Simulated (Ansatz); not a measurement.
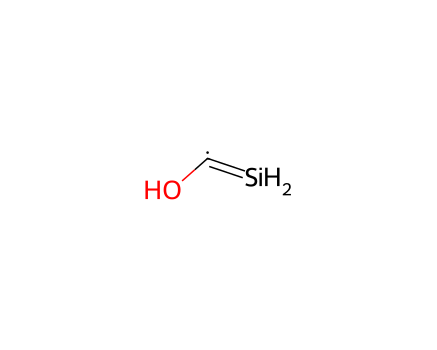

Structural formula above. State: neutral, doublet. The geometry was computed by an optimisation with PBE0-D4/def2-TZVP. No frequency run is at hand to confirm it as a minimum.

What does the molecule look like in three dimensions?

It has 6 atoms: 1 carbon, 3 hydrogen, 1 oxygen and 1 silicon (CH3OSi). Its SMILES string is `O[C]=[SiH2]`. It has no ring. Among its groups: Si–H bond. This geometry has C1 symmetry. It is an open-shell species. Coordination: 1 O bent; 1 C bent; 1 Si trigonal planar.

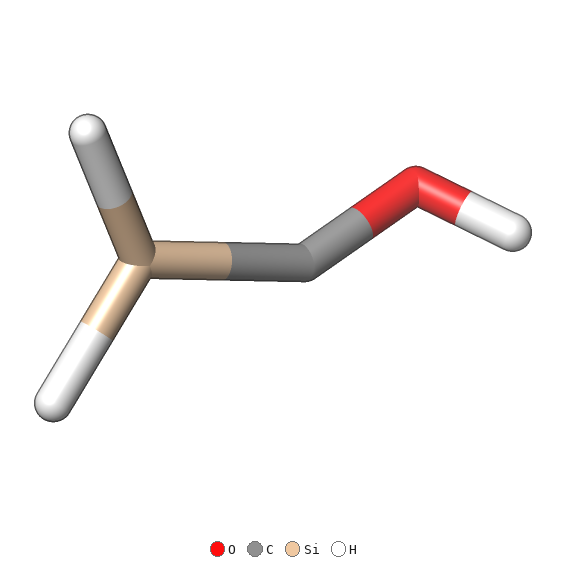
